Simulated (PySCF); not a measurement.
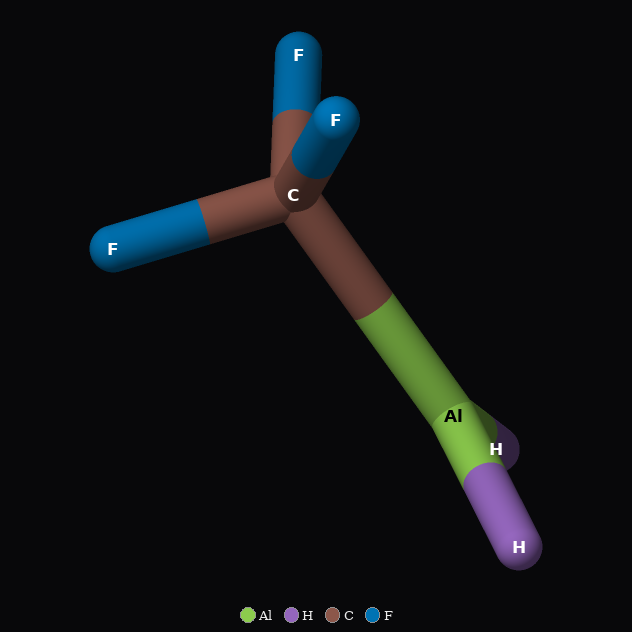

The computed structure is the end point of a PBE0-D3(BJ)/def2-SVP optimisation. No frequency run is at hand to confirm it as a minimum. Program: PySCF 2.14.0.

Tabulate HOMO–LUMO gap (eV) at these levels: B3LYP/pcSseg-1 (pcSseg-2 on Al); CAM-B3LYP/def2-SVPD; PBE/pcSseg-1 (pcSseg-2 on Al); PBE0/pcSseg-1 (pcSseg-2 on Al).

```csv
level,HOMO–LUMO gap (eV)
B3LYP/pcSseg-1 (pcSseg-2 on Al),6.05
CAM-B3LYP/def2-SVPD,9.01
PBE/pcSseg-1 (pcSseg-2 on Al),4.23
PBE0/pcSseg-1 (pcSseg-2 on Al),6.52
```
